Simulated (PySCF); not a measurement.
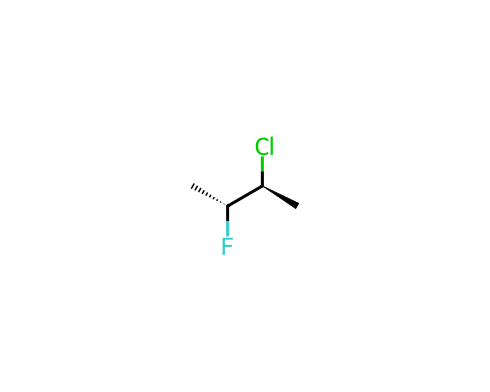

The computed structure is the end point of a GFN2-xTB optimisation. No frequency run is at hand to confirm it as a minimum. Level of theory: CAM-B3LYP/def2-SVPD, gas phase (PySCF 2.14.0). Excitations: vertical, linear response.

Q: Give the HOMO energy (Kohn–Sham orbital) at this level.

A: −10.01 eV.

Q: Give the HOMO–LUMO gap at this level.

A: 11.37 eV.

Q: Give the mean static polarisability at this level.

A: 64.1 bohr³.

Q: Give the dipole moment at this level.

A: 0.14 D.
